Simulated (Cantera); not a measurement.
A closed system holds: 1 mol SiHCl3, 0.01 mol Cl2, 18 mol N2, equilibrated at 59.3 Torr.

These are equilibrium values from Cantera (NASA tables, ideal gas, pure condensed phases), not measurements of a reactor. Candidate condensed phases: NH4Cl, Si, Si3N4; 28 gas species. N2 is the only nitrogen source here; it is nearly inert below about 1500 K, so the nitride shown seldom forms there in practice. The tables' values for SiCl3 are old estimates; treat these amounts as uncertain. Kinetics and transport are ignored.

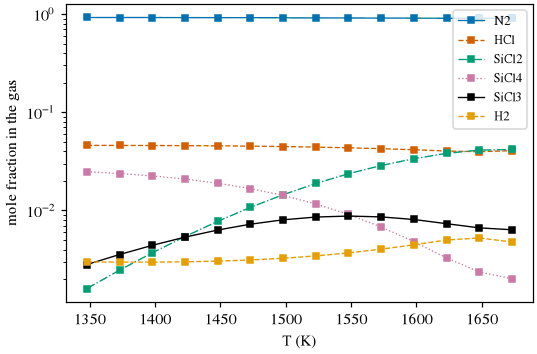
Figure: Equilibrium gas composition (values under 1e-9 drawn at 1e-9)

Question: Read off the mole fractions at 1398 K.

Answer: N2 about 0.92, HCl about 0.046, SiCl4 about 0.022, SiCl3 about 0.0044, SiCl2 about 0.0037, H2 about 0.0030.
